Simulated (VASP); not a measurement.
Band structure of HfN (rock salt). Method: PBE GGA with spin-orbit coupling, VASP's PBE PAW potentials (set 64) (plane waves; VASP).

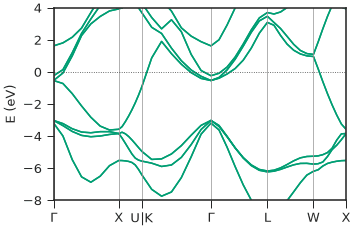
Figure: Bands along high-symmetry lines, zero at the valence-band maximum or, without a gap, the Fermi level

Task: Read the plot: is there a gap, and where are the band edges?

Result: It has no gap at this level: it comes out as a metal or semimetal.

The compound is HfN in the rock salt structure. It was relaxed first.
